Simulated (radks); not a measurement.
As²⁰⁺: atomic calculation

System: the As²⁰⁺ ion in the configuration [Ne] 3s2 3p1 (high spin).
Method: non-relativistic Kohn-Sham, LDA (Slater exchange, Perdew-Wang correlation), spin-polarised, spherical densities, point nucleus (the in-house radial solver radks).

### The program's output
```
1s      1   1.0000        -454.15493712
2s      1   1.0000         -82.66849776
2p      1   3.0000         -77.39920467
3s      1   1.0000         -30.76164626
3p      1   1.0000         -29.01020669
4s      1   0.0000         -15.75512389
3d      1   0.0000         -26.34239460
4p      1   0.0000         -15.04476606
1s      2   1.0000        -454.10746818
2s      2   1.0000         -82.61942625
2p      2   3.0000         -77.34238239
3s      2   1.0000         -30.57681287
3p      2   0.0000         -28.82493200
4s      2   0.0000         -15.69289483
3d      2   0.0000         -26.17803620
4p      2   0.0000         -14.98338929
Etot -1998.6995020730394
Ekin 1997.6524518080291
Encl -4330.612986366903
Eh 388.2095773182757
Exc -53.94854483244117
err 4.550328018115489e-09
it 14
```

### Orbitals

```tsv
orbital	occupation	energy (eV)	⟨r⟩ (bohr)	outer maximum (bohr)
1s up	1	−12358.2	0.04643	0.0307
1s down	1	−12356.9	0.04643	0.0307
2s up	1	−2249.5	0.2042	0.173
2s down	1	−2248.2	0.2041	0.173
2p up	3	−2106.1	0.1761	0.137
2p down	3	−2104.6	0.1761	0.137
3s up	1	−837.067	0.5099	0.479
3s down	1	−832.037	0.5106	0.479
3p up	1	−789.408	0.4943	0.460
3p down	0	−784.366	0.4950	0.460
3d up	0	−716.813	0.4438	0.375
3d down	0	−712.341	0.4436	0.374
4s up	0	−428.719	0.9649	0.968
4s down	0	−427.025	0.9679	0.971
4p up	0	−409.389	0.9624	0.967
4p down	0	−407.719	0.9657	0.970
```

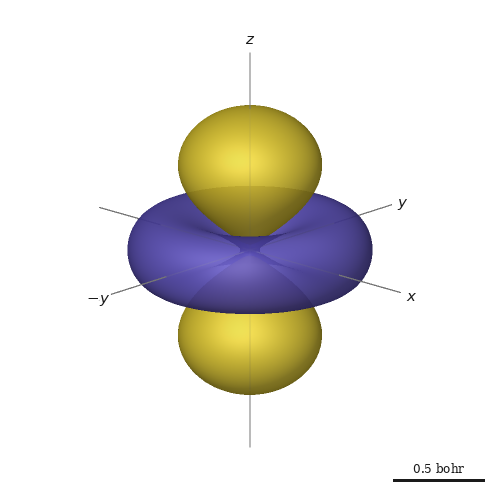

The 3d(z²) orbital of up spin. The surface of constant |ψ| that holds about 90 % of the electron is drawn, yellow where ψ is positive and blue where it is negative. The radial function comes from the spherical calculation and is multiplied by a real spherical harmonic; the overall sign is chosen so that the largest lobe of P(r) is positive. It has two nodal cones about z and no radial node. The maximum of P² lies at 0.375 bohr, ⟨r⟩ = 0.444 bohr, 90 % of the charge lies within 0.677 bohr, and the eigenvalue is −716.8 eV (the orbital is empty).

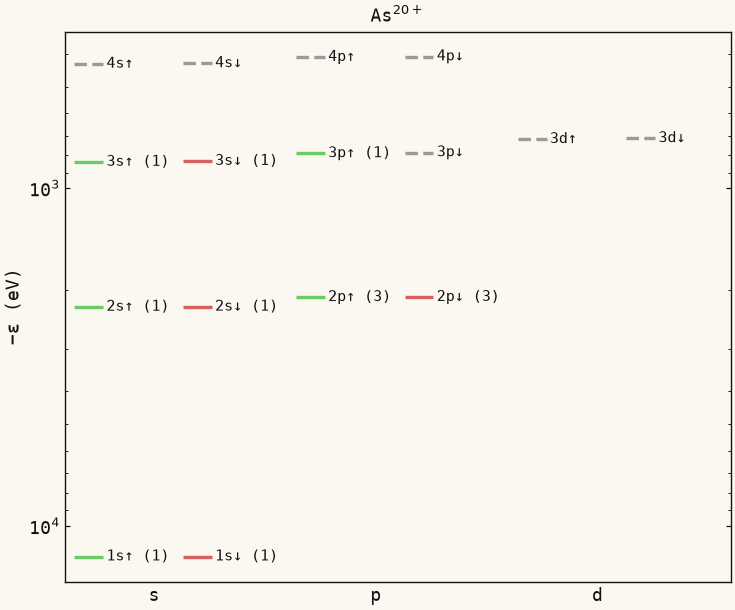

The occupied levels and a few empty ones, on a logarithmic scale of binding energy, are drawn by angular momentum (occupations in brackets, up spins at the left of each column and down spins at the right, empty levels dashed). The highest occupied level is 3p up at −789.4 eV. The highest 5 occupied levels, from the top down, are 3p up (−789.4 eV), 3s down (−832.0 eV), 3s up (−837.1 eV), 2p down (−2105 eV), 2p up (−2106 eV). The lowest empty level drawn is 3p down at −784.4 eV. The largest exchange splitting (down less up) among the shells drawn in both spins is that of 3p, 5.04 eV.

### Input
```
Z 33
configuration [Ne] 3s2 3p1 4s0 3d0 4p0
relativity non-relativistic
functional lda,pw
spin polarised
nucleus point
```

Energies in input and log are in hartree, lengths in bohr.

### Results in brief

```tsv
quantity	value
outcome	converged
total energy	−1998.6995 hartree
kinetic energy	1997.6525 hartree
electron–nucleus energy	−4330.6130 hartree
Hartree energy	388.209577 hartree
exchange–correlation energy	−53.948545 hartree
radius at density 0.001 e/bohr³	1.25 bohr
SCF iterations	14
hardware	1 CPU thread, shared host
```
